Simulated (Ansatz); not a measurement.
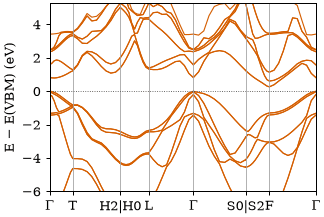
*Band structure from plane-wave PAW PBEsol with spin–orbit coupling (Ansatz code)*

**Question.** Read off the gap and where the band edges lie.

**Answer.** About 0.3 eV (0.27 eV by a search for the band edges); maximum at Γ, minimum at F.

The material is SiGe in space group R-3m (No. 166; Si on 6c, Ge on 6c).

The start of the workflow was typed in or built on a structure type; neither database checked (COD, Materials Project) lists it. Whether it is the stable phase at ambient conditions was not checked. The PBEsol relaxation kept the symmetry of its start; its stability against distortions is not shown here.

Potentials: the later of the program's two PAW sets.
